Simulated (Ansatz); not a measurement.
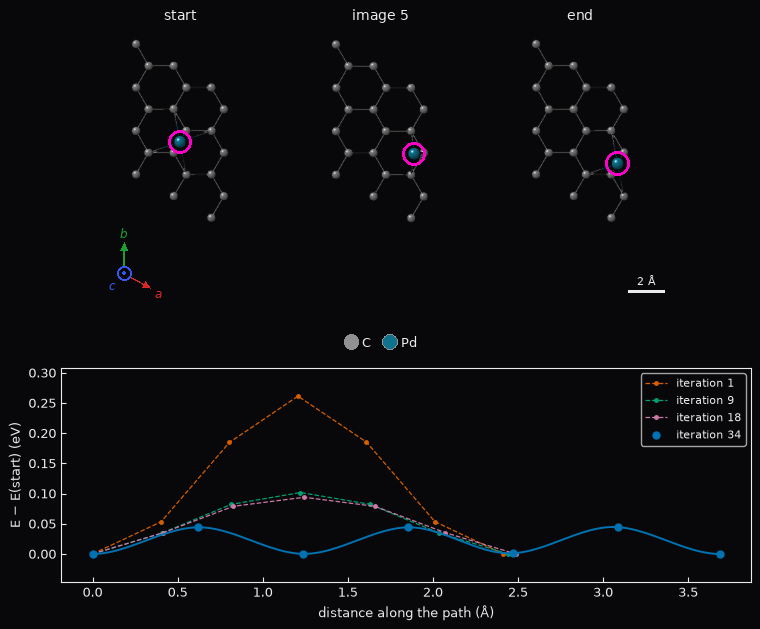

A search for the minimum-energy path of Pd on graphene monolayer (19 atoms in the cell) by the nudged elastic band. Images are numbered from 0 (start) to 6 (end). The plot follows the band through its iterations. A ball-and-stick model of the simulation cell, with the vacuum cut short (origin moved), seen along the c axis. The moving atom is ringed, with any periodic copies. Bonds to atoms that aren't drawn are left out.

Computed with Ansatz 0.2.0, DFT LDA, scalar-relativistic, plane waves, PAW. Settings: plane-wave cutoff 420 eV; k-point mesh 2 × 2 × 1; Fermi-Dirac smearing 0.05 eV; 5 movable images; climbing image; force threshold 0.05 eV/Å; iteration limit 50; optimiser L-BFGS; starting path by straight interpolation.

Q: How did the profile develop, and is the result final?

A: The run is converged, with reservations. The band converged in 34 iterations. The climbing image converged on the top of the path. A check of its curvatures didn't confirm a first-order saddle. The first iteration put the highest image at 0.261 eV. The barrier is about 0.044 eV in both directions, with image 5 at the top; the ends have the same energy. The profile has 3 maxima (images 1, 3, 5) with a dip at image 2, 4 (0.000 eV, 0.001 eV), so the process runs in steps.

Limits of the set-up: the periodic images lie only 7.4 Å apart, so the values are limited by the cell's size.

The run took 23 min on 1 thread of Arm Neoverse V2, on a shared host, peak memory 0.92 GiB.
